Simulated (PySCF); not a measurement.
```xyz
6

S     1.5211   -0.8410   -0.2969
Si   -0.4173   -0.0473   -0.0147
Cl   -0.7249    1.6390   -1.1308
Cl   -0.7852    0.4472    1.9369
Cl   -1.7224   -1.4996   -0.6029
H     2.1318    0.3038    0.0869
```

Geometry: PBE0-D3(BJ)/def2-SVP.

Theory: PySCF 2.14.0, PBE0/def2-SVPD, SCF density, in a chloroform solvent model.

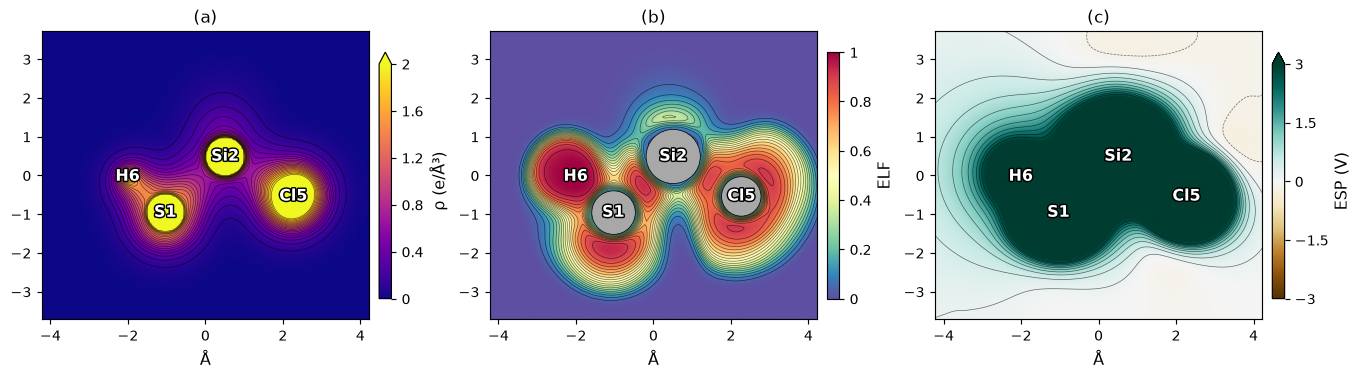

Cl₃HSSi (Cl3Si(SH)). (a) total electron density; (b) electron localisation function; (c) molecular electrostatic potential on the plane of atoms Si2, S1 and H6. Grey discs cover the atomic cores in the ELF map.

What do the fields say about this system?

Answer.
- Atoms in the plane: S, Si, Cl and H.
- Si–Cl (2.04 Å): ρ is about 0.9 e/Å³ halfway; the ELF peaks at about 0.90 between the atoms; a polar covalent bond.
- Si–S (2.11 Å): the density is about 0.87 e/Å³ at the midpoint; the ELF peaks at about 0.95 between the atoms; a shared electron pair.
- S–H (1.35 Å): the density is about 1.4 e/Å³ at the midpoint; the ELF climbs to about 1 towards the hydrogen, as it does in any bond to H.
- The ELF also peaks beside S1 and Cl5, away from the bonds: lone-pair regions.
- The potential has no marked negative region in this plane.
